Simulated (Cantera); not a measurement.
A closed system holds: 1 mol CH3Cl, 7.5 mol H2, at 0.0975 Torr.

Cantera equilibrium calculation (NASA polynomials, part measured and part estimated; ideal gas, pure solids and liquids). Candidate condensed phases: C, C6H6, C7H8, C8H18; 91 gas species. Kinetics and transport are ignored.

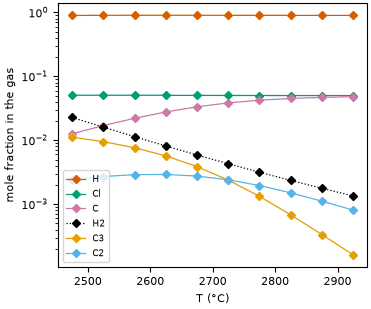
Figure: Equilibrium gas composition (values under 1e-9 drawn at 1e-9)

From 2475 °C to 2925 °C nothing is condensed. The main C-bearing gas is C3 at 2475 °C and C at 2925 °C.
